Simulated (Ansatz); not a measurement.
# C₄H₉BCl₂: from a rough start to a minimum

Aim: relax C₄H₉BCl₂ from a cheap starting geometry, then compute its harmonic vibrations to see whether it is a minimum and to get the zero-point energy and entropy, and look at its orbitals and charge.

Method: RKS PBE0-D4/def2-TZVP; program: Ansatz 0.2.0, Gaussian basis.

The runs, in order: relaxation at PBE-D4/def2-SVP; relaxation at PBE0-D4/def2-TZVP; harmonic vibrations at the same level; a single point in def2-TZVPP for the fields.

## 1. The system as given

SMILES `CC(C)CB(Cl)Cl`, 16 atoms, charge 0, spin multiplicity 1.

Atoms are counted from 1 here; the program's logs count them from 0.

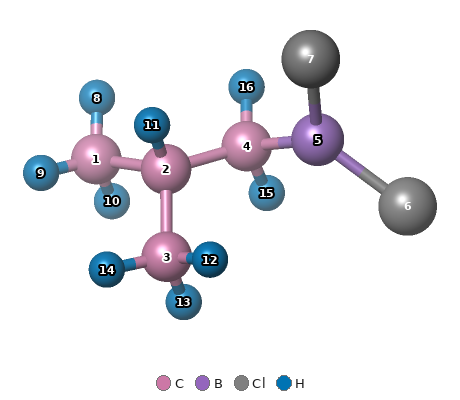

The starting geometry (carbon pink, boron purple, chlorine grey, hydrogen blue); atoms are numbered from 1 in the order of the file.

The start is a force-field geometry with small random shifts, so a cheaper pass at PBE-D4/def2-SVP comes first.

## 2. Optimising with PBE-D4/def2-SVP (cheap first pass)

File in.yaml:

```yaml
crystal:
  periodic: [false, false, false]
  atoms:
    - {symbol: C, position_ang: [0.360400, -1.890500, -0.035200]}
    - {symbol: C, position_ang: [0.407600, -0.318500, -0.005100]}
    - {symbol: C, position_ang: [0.441200, 0.244500, -1.448800]}
    - {symbol: C, position_ang: [-0.705500, 0.280300, 0.781200]}
    - {symbol: B, position_ang: [-0.608600, 1.820900, 1.082700]}
    - {symbol: Cl, position_ang: [-1.825000, 3.059500, 0.429900]}
    - {symbol: Cl, position_ang: [0.798400, 2.419700, 2.174300]}
    - {symbol: H, position_ang: [0.355700, -2.242600, 0.977200]}
    - {symbol: H, position_ang: [1.185100, -2.255700, -0.549400]}
    - {symbol: H, position_ang: [-0.620700, -2.162400, -0.533400]}
    - {symbol: H, position_ang: [1.350300, -0.056800, 0.537800]}
    - {symbol: H, position_ang: [0.644000, 1.350900, -1.401300]}
    - {symbol: H, position_ang: [-0.513400, 0.044000, -2.001300]}
    - {symbol: H, position_ang: [1.302600, -0.194600, -1.967400]}
    - {symbol: H, position_ang: [-1.724800, 0.096200, 0.223600]}
    - {symbol: H, position_ang: [-0.870200, -0.217400, 1.779500]}
basis:
  gaussian: {orbitals: def2-SVP}
hamiltonian: {xc: pbe, dispersion: d4}
relax: {f_tol: 0.03, max_steps: 200}
```

On the command line:

```bash
$ ansatz run in.yaml --threads 2 --pin off --events-out ev --progress --plain --max-ram 22528MiB --backend cpu
```

The program printed, shortened:

```text
Functional definition: PBE
  name "PBE"
  cite "Perdew, Burke & Ernzerhof, Phys. Rev. Lett. 77, 3865 (1996) doi:10.1103/PhysRevLett.77.3865"
  parent pbe
[...]
1698 factors; their error is unknown
[...]
mean field -29989.85343041 eV, -1102.1067857147 hartree, gradient 5.2e-5 eV, S^2 0.000000; 0 other end points of the search recorded, 0 dependent functions left out
[...]
reference -29989.85346736 eV, -1102.1067870728 hartree; 36, 36 occupied and 115, 115 virtual orbitals, 1698 factors
relax step   1: F+E_penalty+E_count = -29990.26315095 eV  Δ(F+E_penalty+E_count) = +0.000e0 eV  max|allowed force component| = 3.079e0 eV/Å  Δτ_max = 0.0000 Å  (29 SCF iters, accepted)
[...]
relax step   5: F+E_penalty+E_count = -29990.81783056 eV  Δ(F+E_penalty+E_count) = -2.415e-2 eV  max|allowed force component| = 1.717e-1 eV/Å  Δτ_max = 0.0717 Å  (28 SCF iters, accepted)
[...]
relax step   9: F+E_penalty+E_count = -29990.82818843 eV  Δ(F+E_penalty+E_count) = -1.800e-3 eV  max|allowed force component| = 1.009e-1 eV/Å  Δτ_max = 0.0433 Å  (28 SCF iters, accepted)
[...]
relax step  13: F+E_penalty+E_count = -29990.83335437 eV  Δ(F+E_penalty+E_count) = -1.787e-3 eV  max|allowed force component| = 6.323e-2 eV/Å  Δτ_max = 0.0404 Å  (29 SCF iters, accepted)
[...]
Total energy: -29990.83411876 eV, -1102.1428253468 hartree
Atom 0 at     0.267702    -1.859301    -0.027722 Å, force     0.000303    -0.000360     0.002943 eV/Å
Atom 1 at     0.425029    -0.334416     0.011829 Å, force    -0.001464     0.002655    -0.001797 eV/Å
Atom 2 at     0.618201     0.240618    -1.397717 Å, force    -0.000181    -0.001248     0.001624 eV/Å
Atom 3 at    -0.773757     0.330245     0.718932 Å, force    -0.000481    -0.007556     0.003227 eV/Å
Atom 4 at    -0.672756     1.853667     1.070915 Å, force     0.002695     0.018135    -0.002736 eV/Å
Atom 5 at    -2.124021     2.845434     1.255044 Å, force     0.014853    -0.011549     0.000985 eV/Å
Atom 6 at     0.884638     2.636104     1.373539 Å, force    -0.016191    -0.006426    -0.000200 eV/Å
Atom 7 at     0.169396    -2.286264     0.991754 Å, force    -0.000360    -0.001030    -0.001590 eV/Å
Atom 8 at     1.139652    -2.343205    -0.513846 Å, force    -0.001798     0.001439    -0.000625 eV/Å
Atom 9 at    -0.638334    -2.151289    -0.601151 Å, force     0.000957     0.000277    -0.000070 eV/Å
Atom 10 at     1.337003    -0.096043     0.603708 Å, force    -0.000380     0.000260    -0.000384 eV/Å
Atom 11 at     0.791006     1.335869    -1.371215 Å, force     0.000862    -0.000885    -0.000353 eV/Å
Atom 12 at    -0.277111     0.052949    -2.028756 Å, force     0.000656    -0.000346     0.000446 eV/Å
Atom 13 at     1.488269    -0.222412    -1.906408 Å, force    -0.001570     0.000976     0.000943 eV/Å
Atom 14 at    -1.715299     0.140431     0.156841 Å, force     0.002384     0.000865     0.000812 eV/Å
Atom 15 at    -0.942516    -0.164887     1.708552 Å, force    -0.000284     0.004793    -0.003225 eV/Å
Dipole moment:     0.005473    -0.259137    -0.047477 e Å
```

Run time: 57 s. Hardware: 2 threads of AMD EPYC 7R13, shared host.

Step by step: (the energy doesn't fall at every step)

```tsv
step	energy from step 1 (eV)	largest force component (eV/Å)
1	0.0000	3.0788
2	-0.4542	1.2627
3	-0.5305	0.4587
4	-0.5199	0.6695
5	-0.5547	0.1717
6	-0.5591	0.0479
7	-0.5602	0.0521
8	-0.5632	0.1673
9	-0.5650	0.1009
10	-0.5667	0.1560
11	-0.5488	0.4540
12	-0.5684	0.1731
13	-0.5702	0.0632
14	-0.5707	0.0115
15	-0.5709	0.0316
16	-0.5709	0.0181
```

The force was under the threshold of 0.03 eV/Å already at step 14, but the program went on to step 16.

Close pairs (by a distance rule), those that changed most:

```tsv
bond	before (Å)	after (Å)	change (Å)
B5–Cl7	1.879	1.769	-0.110
B5–Cl6	1.855	1.767	-0.087
C1–H9	1.038	1.109	+0.071
C4–H15	1.176	1.113	-0.063
C2–C4	1.489	1.542	+0.054
C1–C2	1.573	1.533	-0.040
C1–H8	1.072	1.110	+0.038
C1–H10	1.133	1.111	-0.022
```

## 3. Relaxation at PBE0-D4/def2-TZVP

File in.yaml:

```yaml
crystal:
  periodic: [false, false, false]
  atoms:
    - {symbol: C, position_ang: [0.267702, -1.859301, -0.027722]}
    - {symbol: C, position_ang: [0.425029, -0.334416, 0.011829]}
    - {symbol: C, position_ang: [0.618201, 0.240618, -1.397717]}
    - {symbol: C, position_ang: [-0.773757, 0.330245, 0.718932]}
    - {symbol: B, position_ang: [-0.672756, 1.853667, 1.070915]}
    - {symbol: Cl, position_ang: [-2.124021, 2.845434, 1.255044]}
    - {symbol: Cl, position_ang: [0.884638, 2.636104, 1.373539]}
    - {symbol: H, position_ang: [0.169396, -2.286264, 0.991754]}
    - {symbol: H, position_ang: [1.139652, -2.343205, -0.513846]}
    - {symbol: H, position_ang: [-0.638334, -2.151289, -0.601151]}
    - {symbol: H, position_ang: [1.337003, -0.096043, 0.603708]}
    - {symbol: H, position_ang: [0.791006, 1.335869, -1.371215]}
    - {symbol: H, position_ang: [-0.277111, 0.052949, -2.028756]}
    - {symbol: H, position_ang: [1.488269, -0.222412, -1.906408]}
    - {symbol: H, position_ang: [-1.715299, 0.140431, 0.156841]}
    - {symbol: H, position_ang: [-0.942516, -0.164887, 1.708552]}
basis:
  gaussian: {orbitals: def2-TZVP}
hamiltonian: {xc: pbe0, dispersion: d4}
relax: {f_tol: 0.005, max_steps: 150}
```

On the command line:

```bash
$ ansatz run in.yaml --threads 2 --pin off --events-out ev --progress --plain --max-ram 22528MiB --backend cuda --devices 0, --max-vram 18GiB
```

The program printed, shortened:

```text
Functional definition: PBE0
  name "PBE0"
  cite "Adamo & Barone, J. Chem. Phys. 110, 6158 (1999) doi:10.1063/1.478522"
  cite "Perdew, Burke & Ernzerhof, Phys. Rev. Lett. 77, 3865 (1996) doi:10.1103/PhysRevLett.77.3865"
  parent pbe
[...]
1821 factors; their error is unknown
[...]
mean field -30007.33511353 eV, -1102.7492257199 hartree, gradient 2.6e-5 eV, S^2 0.000000; 0 other end points of the search recorded, 0 dependent functions left out
[...]
reference -30007.33515088 eV, -1102.7492270924 hartree; 36, 36 occupied and 247, 247 virtual orbitals, 1821 factors
relax step   1: F+E_penalty+E_count = -30007.68991666 eV  Δ(F+E_penalty+E_count) = +0.000e0 eV  max|allowed force component| = 5.200e-1 eV/Å  Δτ_max = 0.0000 Å  (28 SCF iters, accepted)
[...]
Atom 6 at     0.876651     2.608002     1.408681 Å, force     0.000313     0.002228     0.000188 eV/Å
Atom 7 at     0.175935    -2.258632     0.980809 Å, force    -0.000226     0.001208    -0.000307 eV/Å
Atom 8 at     1.124987    -2.314970    -0.509343 Å, force    -0.001321    -0.001057    -0.000542 eV/Å
Atom 9 at    -0.628835    -2.122843    -0.586266 Å, force    -0.000681     0.000922     0.000213 eV/Å
Atom 10 at     1.328581    -0.094218     0.591594 Å, force    -0.001732     0.001105     0.000426 eV/Å
Atom 11 at     0.765331     1.314817    -1.375361 Å, force     0.000542     0.001083    -0.000151 eV/Å
Atom 12 at    -0.279712     0.032504    -2.000695 Å, force     0.001231     0.000209    -0.000931 eV/Å
Atom 13 at     1.464574    -0.221055    -1.890138 Å, force     0.001860    -0.000665     0.000269 eV/Å
Atom 14 at    -1.684288     0.150802     0.139876 Å, force    -0.001153    -0.001458    -0.000760 eV/Å
Atom 15 at    -0.940785    -0.168015     1.679932 Å, force     0.000636     0.000638     0.000616 eV/Å
Dipole moment:     0.026970    -0.307618    -0.072056 e Å
```

It took 16 s on 1 × H100 (card shared with other runs) with 2 threads of AMD EPYC 7R13, shared host; peak host memory 0.97 GiB.

The steps of the relaxation: (the energy doesn't fall at every step)

```tsv
step	energy from step 1 (eV)	largest force component (eV/Å)
1	0.0000	0.5200
2	-0.0508	0.2025
3	-0.0321	0.5971
4	-0.0572	0.0367
5	-0.0559	0.1530
6	-0.0579	0.0214
7	-0.0582	0.0048
```

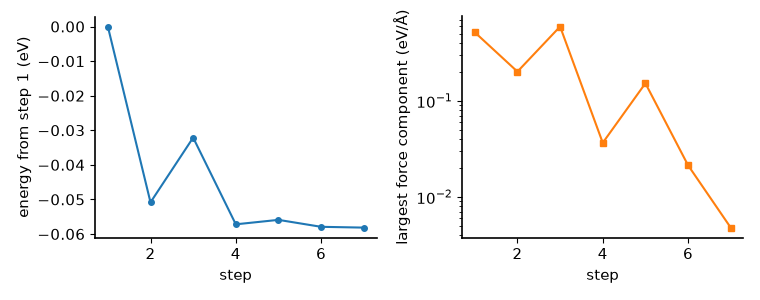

Energy and largest force along the relaxation.

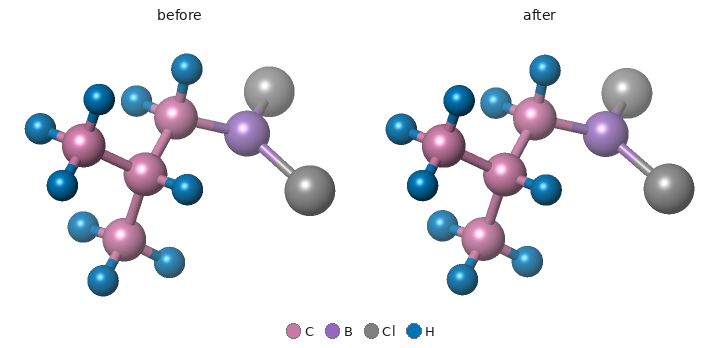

Before and after, at one scale.

Distances of close pairs at the start and the end, largest changes first:

```tsv
bond	before (Å)	after (Å)	change (Å)
C2–H11	1.113	1.096	-0.017
B5–Cl7	1.769	1.752	-0.017
C4–H15	1.113	1.096	-0.017
C1–H10	1.111	1.095	-0.017
C3–H14	1.109	1.093	-0.017
C1–H8	1.110	1.093	-0.017
C3–H13	1.111	1.095	-0.016
C1–H9	1.109	1.093	-0.016
```

Mulliken charges of the relaxed molecule (report file):

C1 -0.36; C2 -0.01; C3 -0.38; C4 -0.28; B5 0.18; Cl6 -0.11; Cl7 -0.11; H8 0.12; H9 0.12; H10 0.11; H11 0.09; H12 0.13; H13 0.11; H14 0.12; H15 0.13; H16 0.13

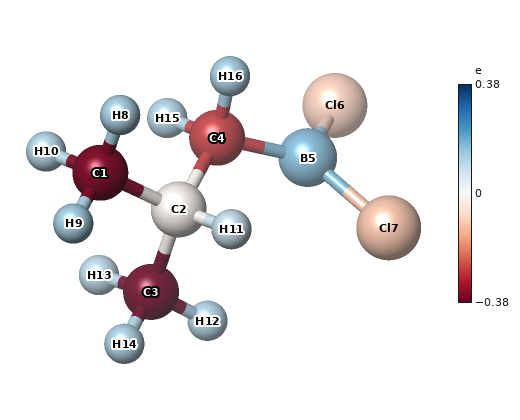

Mulliken charges of the relaxed molecule (report file), as colours on the atoms.

## 4. Force constants and modes

File in.yaml:

```yaml
crystal:
  periodic: [false, false, false]
  atoms:
    - {symbol: C, position_ang: [0.267670, -1.840636, -0.025047]}
    - {symbol: C, position_ang: [0.427301, -0.328118, 0.013513]}
    - {symbol: C, position_ang: [0.606303, 0.233558, -1.389804]}
    - {symbol: C, position_ang: [-0.764996, 0.327502, 0.710300]}
    - {symbol: B, position_ang: [-0.660082, 1.838025, 1.068663]}
    - {symbol: Cl, position_ang: [-2.101533, 2.820778, 1.227584]}
    - {symbol: Cl, position_ang: [0.876651, 2.608002, 1.408681]}
    - {symbol: H, position_ang: [0.175935, -2.258632, 0.980809]}
    - {symbol: H, position_ang: [1.124987, -2.314970, -0.509343]}
    - {symbol: H, position_ang: [-0.628835, -2.122843, -0.586266]}
    - {symbol: H, position_ang: [1.328581, -0.094218, 0.591594]}
    - {symbol: H, position_ang: [0.765331, 1.314817, -1.375361]}
    - {symbol: H, position_ang: [-0.279712, 0.032504, -2.000695]}
    - {symbol: H, position_ang: [1.464574, -0.221055, -1.890138]}
    - {symbol: H, position_ang: [-1.684288, 0.150802, 0.139876]}
    - {symbol: H, position_ang: [-0.940785, -0.168015, 1.679932]}
basis:
  gaussian: {orbitals: def2-TZVP}
hamiltonian: {xc: pbe0, dispersion: d4}
phonons: {temperatures: {t_min: 298.15, t_max: 900, t_step: 200}}
```

Same command.

The program printed, shortened:

```text
Functional definition: PBE0
  name "PBE0"
  cite "Adamo & Barone, J. Chem. Phys. 110, 6158 (1999) doi:10.1063/1.478522"
  cite "Perdew, Burke & Ernzerhof, Phys. Rev. Lett. 77, 3865 (1996) doi:10.1103/PhysRevLett.77.3865"
  parent pbe
[...]
1821 factors; their error is unknown
[...]
mean field -30007.39009830 eV, -1102.7512463730 hartree, gradient 2.7e-5 eV, S^2 0.000000; 0 other end points of the search recorded, 0 dependent functions left out
[...]
reference -30007.39013535 eV, -1102.7512477345 hartree; 36, 36 occupied and 247, 247 virtual orbitals, 1821 factors
[...]
1821 factors; their error is unknown
mean field -30007.38993042 eV, -1102.7512402036 hartree, gradient 3.2e-6 eV, S^2 0.000000; 0 other end points of the search recorded, 0 dependent functions left out
[...]
reference -30007.38996747 eV, -1102.7512415652 hartree; 36, 36 occupied and 247, 247 virtual orbitals, 1821 factors
[...]
Atom 6 at     0.876651     2.608002     1.408681 Å, force     0.000266     0.002286     0.000066 eV/Å
Atom 7 at     0.175935    -2.258632     0.980809 Å, force    -0.000213     0.001206    -0.000311 eV/Å
Atom 8 at     1.124987    -2.314970    -0.509343 Å, force    -0.001296    -0.001077    -0.000521 eV/Å
Atom 9 at    -0.628835    -2.122843    -0.586266 Å, force    -0.000664     0.001151     0.000198 eV/Å
Atom 10 at     1.328581    -0.094218     0.591594 Å, force    -0.001705     0.001078     0.000373 eV/Å
Atom 11 at     0.765331     1.314817    -1.375361 Å, force     0.000537     0.001104    -0.000117 eV/Å
Atom 12 at    -0.279712     0.032504    -2.000695 Å, force     0.001262     0.000188    -0.001038 eV/Å
Atom 13 at     1.464574    -0.221055    -1.890138 Å, force     0.001872    -0.000694     0.000289 eV/Å
Atom 14 at    -1.684288     0.150802     0.139876 Å, force    -0.001147    -0.001343    -0.000757 eV/Å
Atom 15 at    -0.940785    -0.168015     1.679932 Å, force     0.000652     0.000654     0.000613 eV/Å
Dipole moment:     0.026969    -0.307619    -0.072057 e Å
[...]
```

Wall time 2.6 min (1 × H100 (card shared with other runs) with 2 threads of AMD EPYC 7R13, shared host); peak host memory 0.97 GiB.

Motions are named by where the mode's potential energy lies. Wavenumbers, unscaled:

```tsv
mode	cm⁻¹	motion
1	28	torsion
2	85	torsion
3	123	bend
4	231	bend with torsion
5	233	torsion with bend
6	254	torsion
7	285	bend with torsion
8	342	bend with torsion
9	388	torsion with bend
10	410	torsion with bend
11	437	torsion with bend
12	611	B–Cl stretch with bend
13	768	torsion
14	838	C–C stretch
15	927	bend with torsion
16	938	B–Cl stretch with bend
17	964	C–C stretch with bend
18	973	bend with C–C stretch
19	1042	mixed, led by bend
20	1103	bend with B–C stretch
21	1150	C–C stretch with bend
22	1197	bend
23	1230	bend
24	1292	bend
25	1358	bend
26	1376	bend
27	1395	bend
28	1410	bend
29	1418	bend
30	1477	bend
31	1485	bend
32	1496	bend
33	1499	bend
34	2993	C–H stretch
35	3036	C–H stretch
36	3038	C–H stretch
37	3044	C–H stretch
38	3069	C–H stretch
39	3107	C–H stretch
40	3113	C–H stretch
41	3118	C–H stretch
42	3123	C–H stretch
```

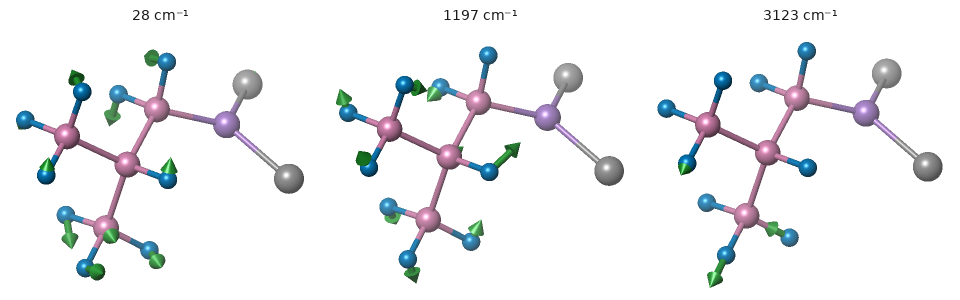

Displacements of 3 modes, as arrows.

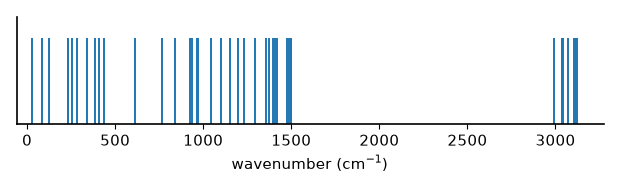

The harmonic wavenumbers as sticks (no intensities were computed).

From these modes and the moments of inertia (298.15 K, 1 bar, symmetry number 1):

```tsv
term	value
zero-point energy	80.6 kcal/mol
H(298) − E	86.9 kcal/mol
entropy, translation	170.4 J/(mol K)
entropy, rotation	123.6 J/(mol K)
entropy, vibration	106.4 J/(mol K)
entropy, total	400.4 J/(mol K)
```

## 5. Fields at the relaxed geometry

in.yaml: that of step 4 with these lines changed.

```diff
@@ -20,4 +20,4 @@
 basis:
-  gaussian: {orbitals: def2-TZVP}
+  gaussian: {orbitals: def2-TZVPP}
 hamiltonian: {xc: pbe0, dispersion: d4}
-phonons: {temperatures: {t_min: 298.15, t_max: 900, t_step: 200}}
+output: {orbitals: {seedname: orbitals}}
```

Same command.

The program printed:

```text
Functional definition: PBE0
  name "PBE0"
  cite "Adamo & Barone, J. Chem. Phys. 110, 6158 (1999) doi:10.1063/1.478522"
  cite "Perdew, Burke & Ernzerhof, Phys. Rev. Lett. 77, 3865 (1996) doi:10.1103/PhysRevLett.77.3865"
  parent pbe
  parameter a = 0.25
  parameter kappa = 0.804
  parameter beta = 0.06672455060314922
  exchange = (1 - a)*pbe_x(kappa = kappa, mu = beta*pi^2/3) + a*exact_x
  correlation = pbe_c(beta = beta)
2070 factors; their error is unknown
mean field evaluation 1: about -29995.1601 eV, gradient 7.2e1 eV
mean field evaluation 2: about -29986.7131 eV, gradient 9.0e1 eV
mean field evaluation 4: about -30007.3808 eV, gradient 4.5e0 eV
mean field evaluation 8: about -30007.4266 eV, gradient 9.2e-2 eV
mean field evaluation 16: about -30007.4704 eV, gradient 6.0e-5 eV
mean field -30007.47036410 eV, -1102.7541960867 hartree, gradient 6.0e-5 eV, S^2 0.000000; 0 other end points of the search recorded, 0 dependent functions left out
reference -30007.47040218 eV, -1102.7541974860 hartree; 36, 36 occupied and 329, 329 virtual orbitals, 2070 factors
Total energy: -30007.82837202 eV, -1102.7673526351 hartree
```

It took 4.8 s on 1 × H100 (card shared with other runs) with 2 threads of AMD EPYC 7R13, shared host.

Orbitals, density, ELF and potential are computed afterwards from the orbital file.

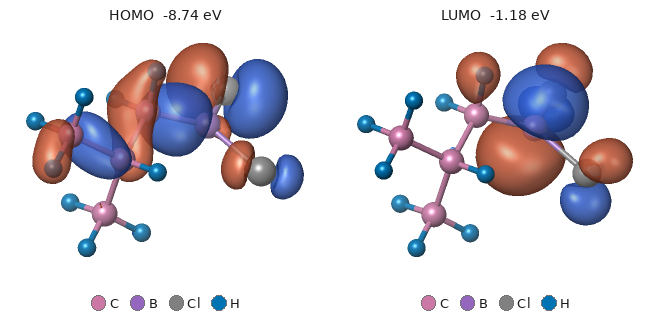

Frontier orbitals at PBE0-D4/def2-TZVPP; each surface holds 70 % of the orbital's density, blue and red mark the sign.

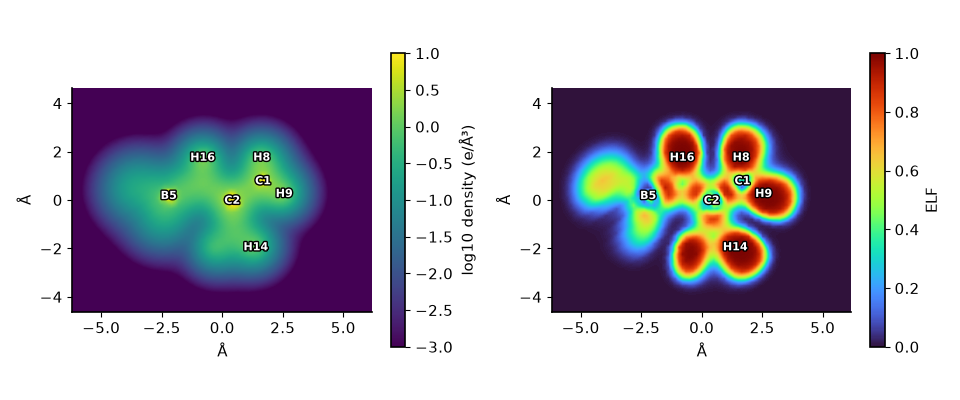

Density (left) and ELF (right) in a plane through or near 7 of the atoms.

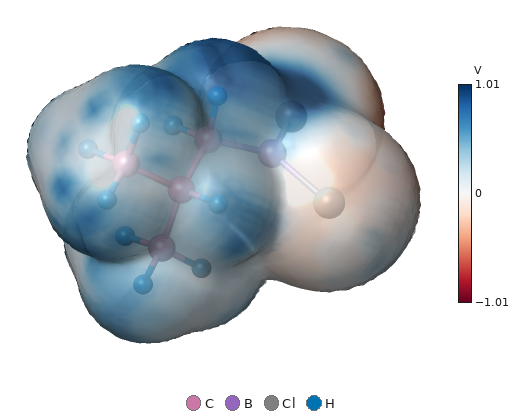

Electrostatic potential on the surface of density 0.002 e/bohr³; red is low, blue high. It runs, from the 1st to the 99th percentile, from -0.48 V near Cl6 to 1.01 V near B5.

## 6. Outcome

| quantity | value |
| --- | --- |
| point group | C1 |
| steps | 16 + 7 |
| shift from the start (rms) | 0.320 Å |
| total energy | -30007.7481 eV |
| dispersion term | -358 meV |
| dipole moment | 1.52 D |
| lowest, highest wavenumber | 28, 3123 cm⁻¹ |
| zero-point energy | 80.6 kcal/mol |
| entropy at 298.15 K | 400.4 J/(mol K) |
| HOMO, LUMO | -8.74, -1.18 eV |

The atoms moved 0.32 Å (rms) from the start; the bond that changed most is B5–Cl7, from 1.879 to 1.752 Å. All wavenumbers are real, so the end point is a minimum. The stiffest mode, 3123 cm⁻¹, is a C–H stretch, and 3 modes under 200 cm⁻¹ make the vibrational entropy uncertain. Harmonic hybrid wavenumbers usually lie a few per cent above measured fundamentals. The largest Mulliken charge, -0.38 e, sits on C3. The HOMO lies mostly on Cl6 39 %; C4 16 % and the LUMO on B5 57 %; Cl6, Cl7 about 13 % each.
